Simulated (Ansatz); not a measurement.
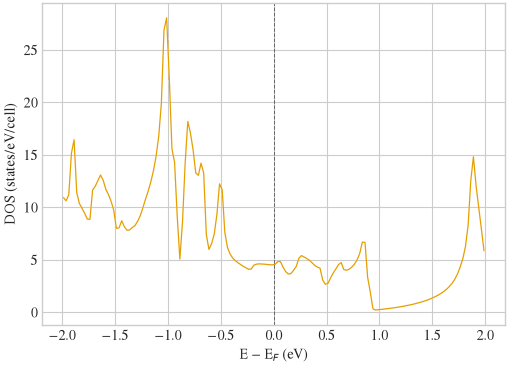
Density of states of ScNi4In (F-43m) near the Fermi level, PBEsol, rigid bands (Ansatz, an electronic-structure program).

With 6 atoms a cell, what bare Sommerfeld coefficient γ = (π²/3) k_B² N(E_F) follows?

N(E_F) ≈ 4.6 states/eV a cell at 300 K, so γ ≈ 1.80 mJ/(mol of atoms·K²), before electron-phonon enhancement.

How far does the Fermi level move in a rigid band for 0.1 electron a cell added or removed?

22 meV and -22 meV.

A metal at this level (no band gap); rigid bands, thermally averaged at 300 K, both spins. Spin-orbit coupling is left out. Geometry: cell and atoms relaxed with PBEsol.

Computed structure, not matched to a measured one here, so possibly hypothetical: ScNi4In (F-43m). Treated as nonmagnetic (a ferromagnetic start lost its moment, other orders weren't tried): ScNi4In (F-43m).
